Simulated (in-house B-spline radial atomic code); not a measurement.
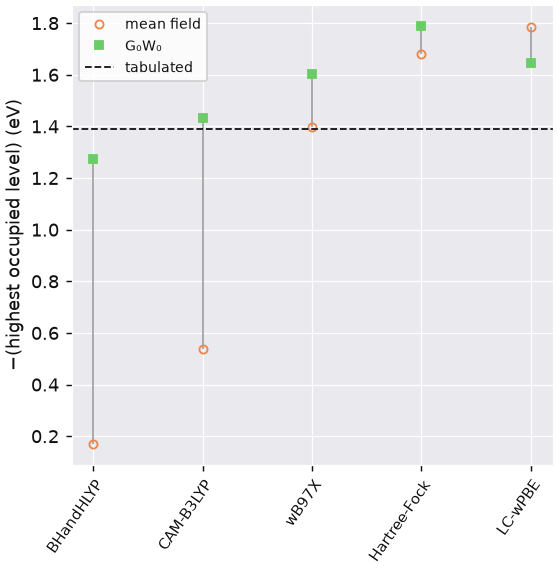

Binding energy of the highest level (3p↑) of an atom or ion with the configuration [Ne] 3s² 3p³, on 5 mean-field starts and after G₀W₀. All-electron spherical atom, scalar X2C, no spin-orbit coupling, Breit or QED terms; computed with a B-spline radial code.

### Which atom or ion is it?

Si⁻. The mean-field values spread from 0.17 eV (BHandHLYP) to 1.78 eV (LC-wPBE); after G₀W₀ they lie between 1.28 eV (BHandHLYP) and 1.79 eV (Hartree-Fock), so the spread shrinks from 1.61 to 0.51 eV. The tabulated removal energy is 1.39 eV; the nearest G₀W₀ value is that on CAM-B3LYP (1.43 eV).

Limits of the model: anion configuration assumed.
